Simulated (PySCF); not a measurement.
# Excited-state calculation of C3H8OSi

The run: excited-state calculation of C3H8OSi, SMILES C1CO[SiH2]C1. Method and program: TDDFT PBE0/def2-SVPD, vertical, gas phase, core orbitals frozen in the response (PySCF 2.14.0).

The geometry comes from this level: GFN2-xTB.

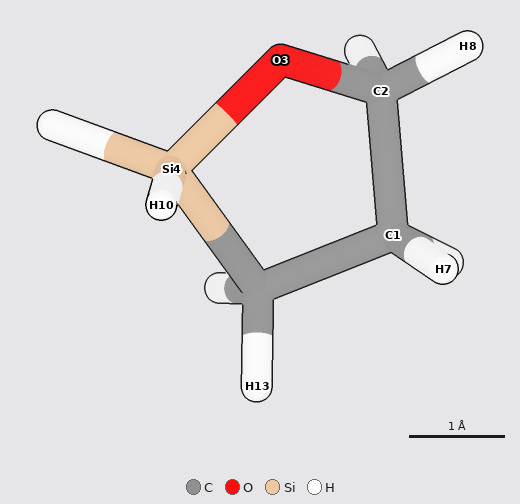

Figure 1. The input geometry (stick view, seen at a tilt; atoms are numbered from 1 in the order of the input). Bond lengths as drawn: C–C 1.53 Å, C–H 1.09 to 1.10 Å, C–O 1.41 Å, C–Si 1.91 Å, H–Si 1.46 Å and O–Si 1.64 Å.

**Key numbers**

- outcome: converged
- total energy: −483.308217 hartree
- HOMO: −7.82 eV
- LUMO: 0.44 eV
- dipole moment: 1.65 D
- mean polarisability: 61.99 a.u.
- lowest singlet excitation: 6.86 eV
- hardware: 1 CPU thread, shared host
- wall time: 44 s
- peak memory: 0.72 GiB

**Input**
```
{"job": {"kind": "uv", "xc": "PBE0", "basis": "def2-SVPD", "nstates": 6, "ntriplets": 2}, "charge": 0, "multiplicity": 1}
C      0.286390    -0.973629     0.508960
C      1.367471     0.044054     0.140773
O      0.783354     1.321044     0.031896
Si    -0.809547     1.310455    -0.336889
C     -0.969057    -0.589902    -0.274871
H      0.627051    -1.988034     0.298099
H      0.081906    -0.892495     1.578087
H      2.156176     0.097585     0.896577
H      1.823181    -0.213319    -0.822621
H     -1.530646     2.022822     0.712006
H     -1.024738     1.852535    -1.675347
H     -0.930323    -1.015643    -1.277871
H     -1.865605    -0.974987     0.203474
```

The first line tells a small driver script what to run in PySCF; the rest is the geometry in Å.

Launch command:
```bash
OMP_NUM_THREADS=1 python <driver script> task.json out
```

**Log**
```
coarse grid: 10928 points
cycle   1  E = -483.1511854650  dE =  5.426e-01  |g| = 6.488e-01  |ddm| = 4.556e+00
cycle   2  E = -483.0184023218  dE =  1.328e-01  |g| = 1.046e+00  |ddm| = 1.714e+00
cycle   3  E = -483.2364244310  dE = -2.180e-01  |g| = 8.644e-02  |ddm| = 1.036e+00
cycle   4  E = -483.2376543213  dE = -1.230e-03  |g| = 4.276e-02  |ddm| = 1.554e-01
cycle   5  E = -483.2381162817  dE = -4.620e-04  |g| = 6.328e-03  |ddm| = 5.995e-02
cycle   6  E = -483.2381252496  dE = -8.968e-06  |g| = 1.103e-03  |ddm| = 1.466e-02
final grid: 99736 points
cycle   7  E = -483.3081968661  dE = -1.643e-05  |g| = 9.610e-03  |ddm| = 6.595e-02
cycle   8  E = -483.3081761395  dE =  2.073e-05  |g| = 1.398e-02  |ddm| = 2.505e-02
cycle   9  E = -483.3082167697  dE = -4.063e-05  |g| = 1.156e-03  |ddm| = 1.526e-02
cycle  10  E = -483.3082170682  dE = -2.985e-07  |g| = 1.663e-04  |ddm| = 1.401e-03
cycle  11  E = -483.3082170744  dE = -6.222e-09  |g| = 3.426e-05  |ddm| = 3.295e-04
cycle  12  E = -483.3082170747  dE = -2.533e-10  |g| = 1.732e-05  |ddm| = 8.237e-05
```

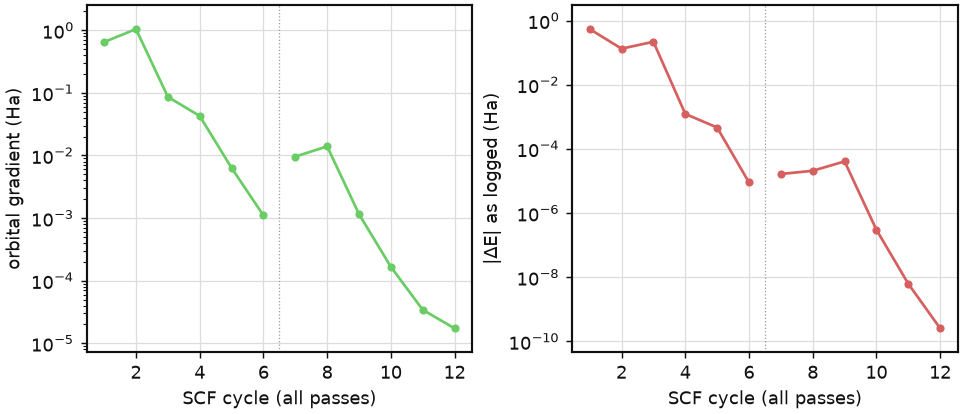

Figure 2. Convergence of the self-consistent field: orbital gradient and size of the energy change against the SCF cycle. The dotted line marks the change from a coarse to the final integration grid. The first 6 cycles use a coarse grid, the final grid takes over at cycle 7, and the field converges after 12 cycles in all.

```
converged SCF energy = -483.3082170747

Static polarisability (au): isotropic 61.988, principal 56.235 59.736 69.994

Singlet excitations
state   eV       nm        f      main configurations
  1   6.8560    180.8   0.00250   H->L 0.97
  2   7.2459    171.1   0.02109   H->L+1 0.95
  3   7.5389    164.5   0.03055   H-1->L 0.96
  4   7.8413    158.1   0.02573   H-1->L+1 0.98
  5   8.0860    153.3   0.00749   H->L+2 0.77, H->L+3 0.19
  6   8.1489    152.1   0.02995   H-2->L 0.97

Triplet excitations (Tamm-Dancoff, eV): 6.5771 7.0282
```

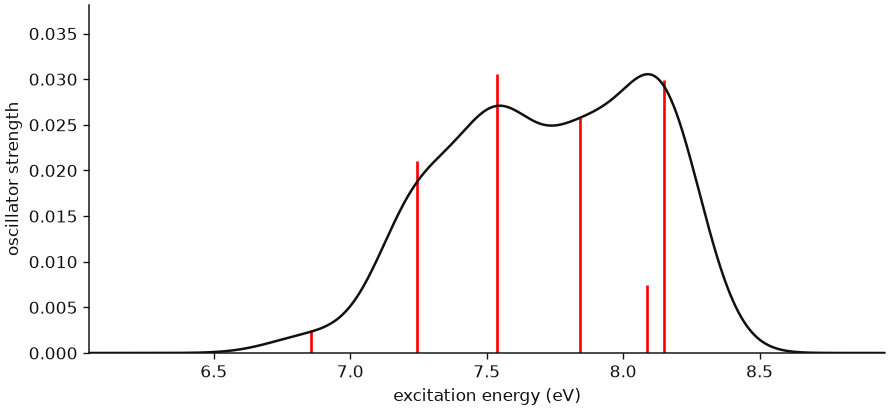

Figure 3. Computed excitations as sticks (degenerate states added up, dark ones marked on the axis), with a Gaussian envelope of 0.35 eV full width at half maximum, scaled to the tallest. Of the 6 states the lowest lies at 6.86 eV (f = 0.003); the strongest line is at 7.54 eV, or 164 nm (f = 0.031).

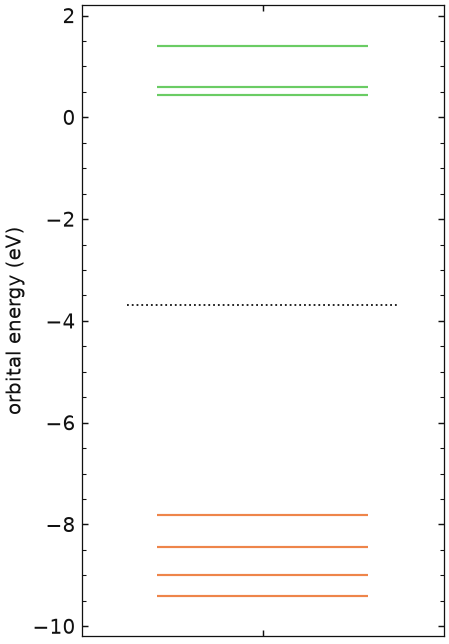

Figure 4. Orbital energies near the frontier; the dotted line parts filled from empty levels, and levels within 0.02 eV of each other stand side by side. Highest filled −7.82 eV, lowest empty 0.44 eV, 8.26 eV apart.
